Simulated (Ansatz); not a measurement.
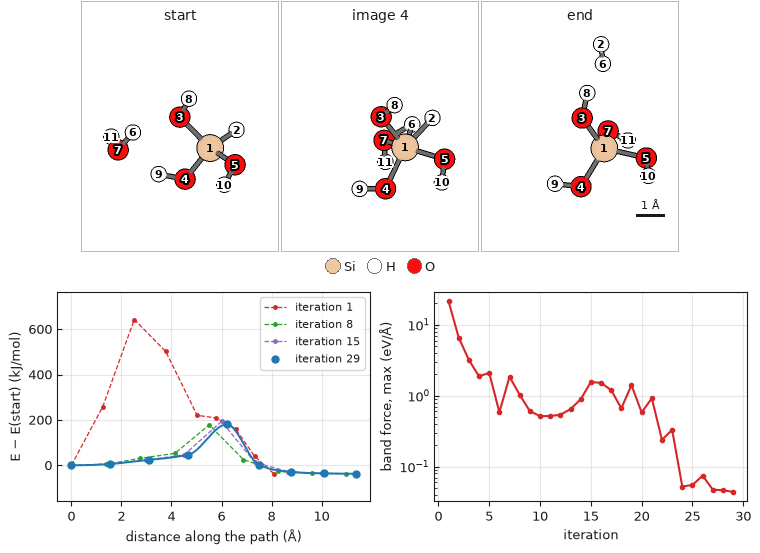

A nudged-elastic-band calculation for SiH6O4. Images are numbered from 0 (start) to 8 (end). The plot follows the band through its iterations. A ball-and-stick model, seen at a tilt.

These are results of Ansatz, RKS PBE0/def2-SVP, not measurements. Run with 7 movable images; climbing image; force threshold 0.05 eV/Å; iteration limit 57; starting path through a guess of the saddle point.

Did the band converge, and can the barrier be trusted?

Answer. The run is converged, with reservations. The band converged in 29 iterations. The largest component of the band force went from 21 to 0.044 eV/Å. The climbing image converged on the top of the path. Its vibrational analysis gives 2 imaginary modes over 30i cm⁻¹, so it isn't confirmed as a transition state. The first iteration put the highest image at 642.4 kJ/mol. The energy climbs by 180.3 kJ/mol to image 4 and then falls by 217.4 kJ/mol, so the end point sits at −37.1 kJ/mol.
